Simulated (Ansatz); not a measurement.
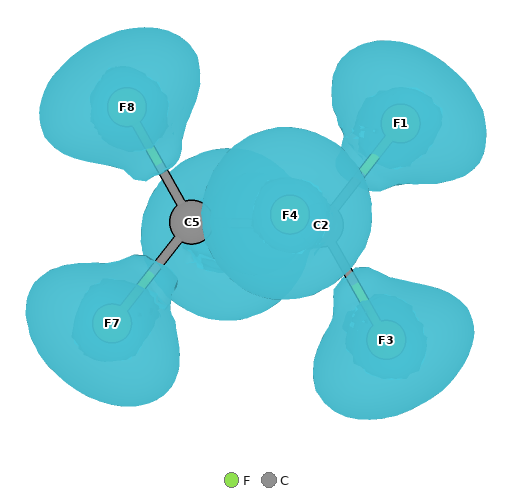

The picture shows: C2F6. Isosurface of the electron localisation function at 0.75 (cyan), seen at a tilt. Core shells and regions of very low density are left out.

Geometry: PBE0-D4/def2-TZVP.

The calculation used isolated molecule in a Gaussian basis; Kohn-Sham density functional theory, functional RPBE in Ansatz.

Input

```
crystal:
  periodic: [false, false, false]
  atoms:
    - symbol: F
      position_ang: [1.065570, -0.767260, 1.152000]
    - symbol: C
      position_ang: [0.662650, -0.397300, -0.054910]
    - symbol: F
      position_ang: [1.596070, 0.361280, -0.610920]
    - symbol: F
      position_ang: [0.478560, -1.476610, -0.801220]
    - symbol: C
      position_ang: [-0.662670, 0.397270, 0.054890]
    - symbol: F
      position_ang: [-0.477000, 1.479670, 0.796360]
    - symbol: F
      position_ang: [-1.068680, 0.762200, -1.152500]
    - symbol: F
      position_ang: [-1.594500, -0.359250, 0.616310]
basis:
  gaussian:
    orbitals: x2c-SVPall.json
    fitting: {mean_field: def2-universal-jfit.json}
hamiltonian:
  xc: {name: RPBE}
  dispersion: d4
  pseudopotentials: {relativity: none}
output: {forces: true, orbitals: {seedname: orbitals}}
```

Command:

```sh
ansatz run run.yaml --threads 1 --pin off --max-ram 3480MiB --events-out events.jsonl --progress --plain --runs-dir runs
```

Q: Identify the bonds, lone pairs and shells in this picture.

A: The ELF exceeds this value in one region between bonded C–C atoms (shared pairs) and six regions on F in which the atom's valence shell and bonds are merged. Along the contacts the grid gives the following. C–F (1.33 Å): the ELF peaks at about 0.85 between the atoms, as expected for a shared but strongly polarised pair. C–C (1.55 Å): the ELF peaks at about 1 between the atoms (a shared electron pair).
